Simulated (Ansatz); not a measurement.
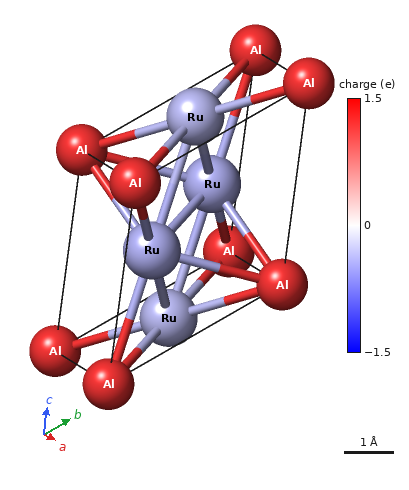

We look at a ball-and-stick model of the crystal slightly off an axis. The simulation cell is outlined; an atom on or near a face, edge or corner is repeated at each equivalent position. The atoms of this AlRu₃ cell are coloured by their Bader charge.

Results below were computed with DFT, PAW plane waves, PBEsol (Ansatz); the settings were a plane-wave cutoff of 420 eV, 9×9×9 k-mesh, Fermi-Dirac smearing of 0.026 eV, no spin polarisation. The pressure of the cell is -39 GPa.

Q: Which element is the most positive, and which the most negative?

A: Most positive: Al; most negative: Ru. Charges: about Al +1.2 e; Ru -0.4 to -0.3 e.

Note that this is a generated cell, made by putting these elements into a known structure type (the compound may or may not exist in this form), and that it hasn't been relaxed. A calculation with Ansatz used it as input.

At this level of theory the cell isn't at rest (stretched, at -39 GPa), so its distances can differ from those at equilibrium, the more so the softer the solid.
